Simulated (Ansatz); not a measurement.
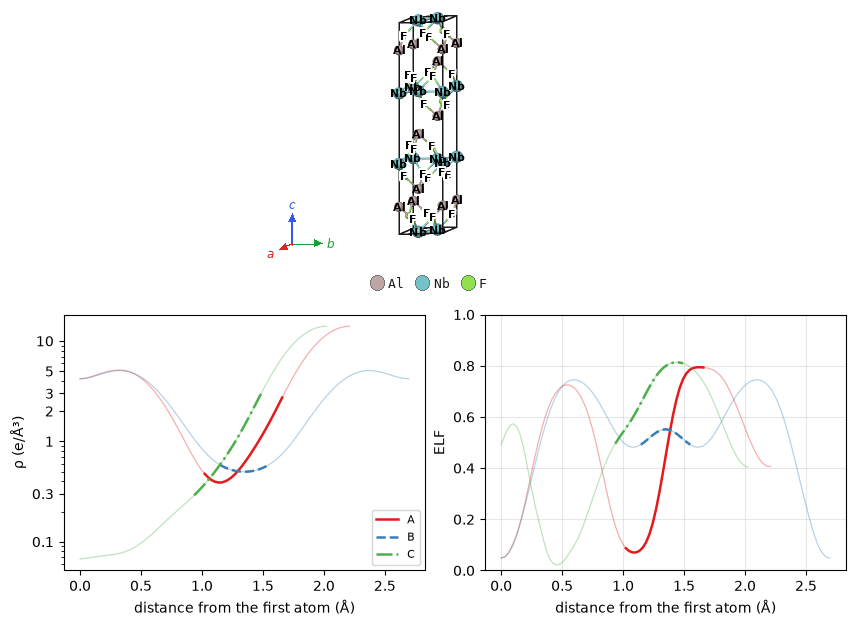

Figure. NbAlF3. Valence electron density and electron localisation function along straight lines between neighbouring atoms. Thin, pale parts lie inside the atomic spheres. The structure is drawn too.

Space group R-3; a generated structure, not necessarily the stable one.

Theory: DFT PBE, scalar-relativistic, plane waves, PAW (Ansatz).

In a PAW calculation such maps are meaningful between the atoms, not at the nuclei.

### Which curve belongs to which contact (Al–F, Nb–F and Nb–Nb)? The first atom named is at distance zero.

Curve A: Nb–F (2.21 Å): ρ is about 0.4 e/Å³ halfway; the ELF peaks at about 0.80 in the valence shell of F, 0.6 Å from its nucleus, and drops to about 0.05 between the two atoms; no localised pair shows between them. Curve B: Nb–Nb (2.70 Å): ρ at the midpoint is about 0.5 e/Å³; the ELF reaches about 0.55 near the midpoint. Curve C: Al–F (2.02 Å): ρ at the midpoint is about 0.36 e/Å³; the ELF peaks at about 0.80 in the valence shell of F, 0.6 Å from its nucleus, and is about 0.55 at the midpoint.
